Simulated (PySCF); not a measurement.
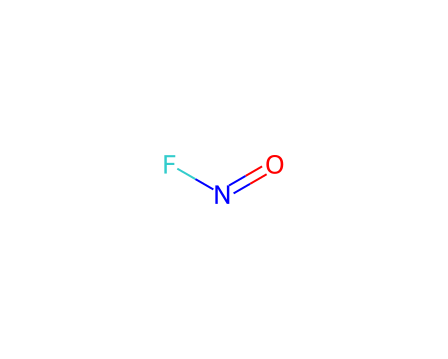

A structural formula.

**Write the SMILES.**

O=NF

**Give the formula, hydrogens included.**

NOF.

**An optimisation with PBE0-D3(BJ)/def2-SVP gave a structure of which point group?**

Cs.

The parts below concern this one geometry. Atoms keep their numbers from picture to picture. The geometry was computed by an optimisation with PBE0-D3(BJ)/def2-SVP. No frequency run is at hand to confirm it as a minimum.

**Shape**

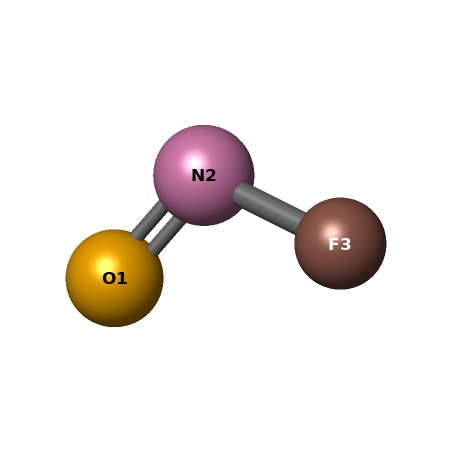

The atoms are numbered. No frequency run is at hand to confirm it as a minimum.

**What is the geometry at N2?**

N2 has 2 neighbours (O1 at 1.14, F3 at 1.45 Å); the arrangement is bent.

**Core levels**

No frequency run is at hand to confirm it as a minimum. Properties computed with delta-SCF UKS SCAN, pcX-2 on the ionised atom, pcseg-1 elsewhere, spin-free X2C (PySCF 2.14.0).

Give the core-electron binding energies (to vacuum) of O1 1s, N2 1s, F3 1s.

| atom | level | binding energy (eV) |
| --- | --- | --- |
| O1 | 1s | 543.2 |
| N2 | 1s | 413.0 |
| F3 | 1s | 692.6 |

**Levels of theory compared**

No frequency run is at hand to confirm it as a minimum. Program: PySCF 2.14.0.

Tabulate HOMO energy (eV) at these levels: B3LYP/pcJ-1; PBE/pcSseg-2; PBE0/pcSseg-1; PBE0/pcSseg-1 in acetone (IEF-PCM); PBE0/pcSseg-1 in dichloromethane (IEF-PCM); ωB97X-D/def2-SVPD; ωB97X-D/def2-SVPD in acetone (IEF-PCM).

```
                                     level  HOMO energy (eV)
                               B3LYP/pcJ-1             −9.39
                              PBE/pcSseg-2             −8.12
                             PBE0/pcSseg-1             −9.68
        PBE0/pcSseg-1 in acetone (IEF-PCM)             −9.58
PBE0/pcSseg-1 in dichloromethane (IEF-PCM)             −9.59
                         ωB97X-D/def2-SVPD            −11.89
    ωB97X-D/def2-SVPD in acetone (IEF-PCM)            −11.78
```

**Spin–spin coupling**

No frequency run is at hand to confirm it as a minimum. Properties computed with B3LYP/pcJ-1 indirect spin-spin coupling, non-relativistic, gas phase (PySCF 2.14.0). Isotopes: 19F, 15N, 17O.

Give the spin–spin coupling constants of these pairs, with the number of bonds between them: O1/N2, N2/F3, O1/F3.

| pair | bonds apart | J (Hz) |
| --- | --- | --- |
| O1, N2 | 1 | −44.2 |
| N2, F3 | 1 | 252.3 |
| O1, F3 | 2 | 206.8 |

Density functionals are unreliable for couplings to fluorine, so those rows may be far off.
